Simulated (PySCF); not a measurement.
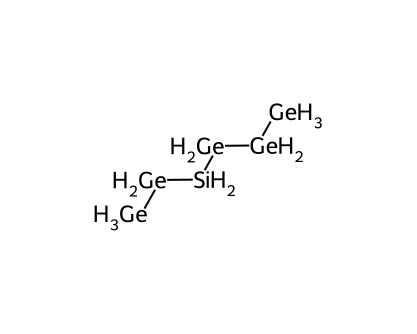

The picture comes from a calculation with PySCF.

2D structure.

### Give its SMILES.

[GeH3][GeH2][SiH2][GeH2][GeH2][GeH3]

### What is the molecular formula?

Ge5H14Si.

### An optimisation with PBE0-D3(BJ)/def2-SVP gave a structure of which point group?

C1. Other conformers may differ.
